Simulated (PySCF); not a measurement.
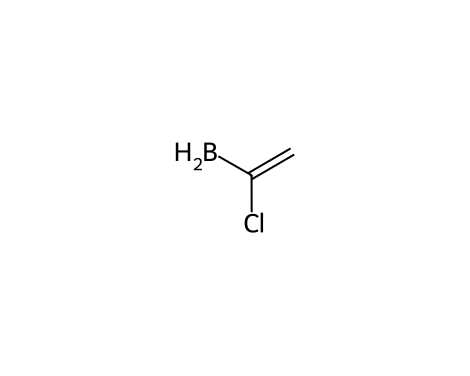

Skeletal drawing of a molecule.

**Give its SMILES.**

BC(=C)Cl

**What is the molecular formula?**

C2H4BCl.

**An optimisation with PBE0-D3(BJ)/def2-SVP gave a structure of which point group?**

Cs.

The parts below concern this one geometry. Atoms keep their numbers from picture to picture. Computed geometry: PBE0-D3(BJ)/def2-SVP optimisation. No frequency run is at hand to confirm it as a minimum.

**Excitation**

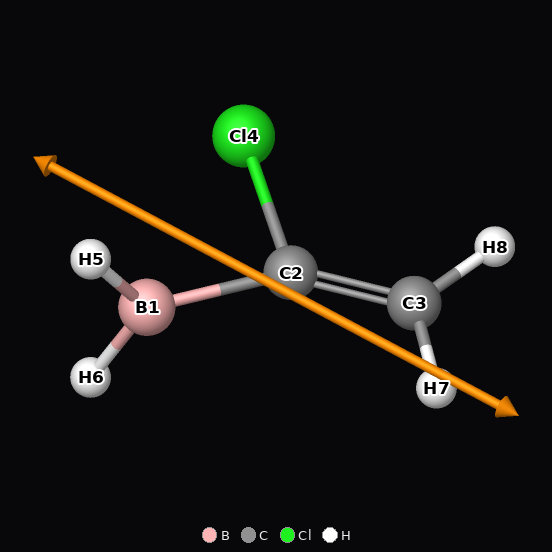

The double arrow shows the direction of the transition dipole to excited singlet state 5 (its length means nothing). No frequency run is at hand to confirm it as a minimum. Properties computed with TDDFT PBE0/def2-TZVP, vertical, gas phase, core orbitals frozen in the response (PySCF 2.14.0).

**Where does the transition lie, and how strong is it?**

6.95 eV (178 nm), oscillator strength 0.27, mainly HOMO → LUMO+1 (weight 0.79); transition dipole 3.23 D.

**Quadrupole coupling**

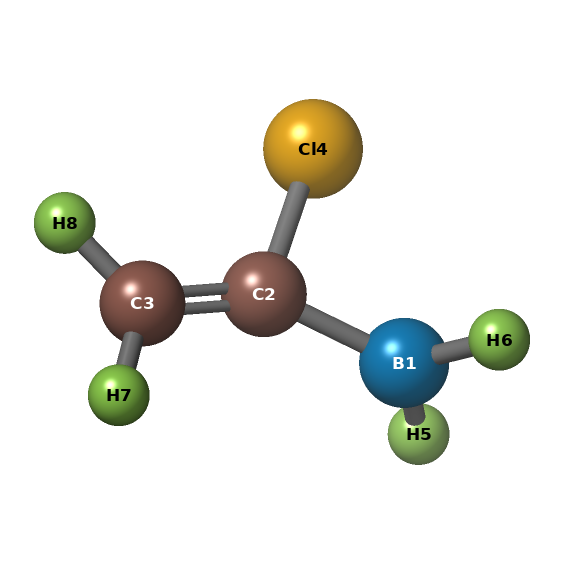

No frequency run is at hand to confirm it as a minimum. Electric field gradients from the ground-state density, B3LYP/def2-TZVP (PySCF 2.14.0), non-relativistic apart from any core potentials.

Give the largest field-gradient component, the quadrupole coupling constant and the asymmetry for 11B at B1 (Q = 40.59 mb), 35Cl at Cl4 (Q = −81.7 mb), 2H at H5 (Q = 2.86 mb), 2H at H7 (Q = 2.86 mb), 2H at H8 (Q = 2.86 mb).

```csv
atom,V_zz (a.u.),e²qQ/h (MHz),η
B1,0.602,5.74,0.08
Cl4,3.424,−65.7,0.21
H5,0.187,0.126,0.12
H7,0.290,0.195,0.06
H8,0.289,0.194,0.05
```

**Spin–spin coupling**

No frequency run is at hand to confirm it as a minimum. Properties computed with B3LYP/def2-TZVP indirect spin-spin coupling, non-relativistic, gas phase (PySCF 2.14.0). Isotopes: 11B, 13C, 1H.

Give the spin–spin coupling constants of these pairs, with the number of bonds between them: B1/H5, C2/C3, C3/H7, C3/H8, C2/H6, H7/H8, B1/H7, C3/H5.

```csv
pair,bonds apart,J (Hz)
"B1, H5",1,146.6
"C2, C3",1,87.4
"C3, H7",1,164.4
"C3, H8",1,167.9
"C2, H6",2,3.9
"H7, H8",2,−1.6
"B1, H7",3,3.2
"C3, H5",3,2.8
```
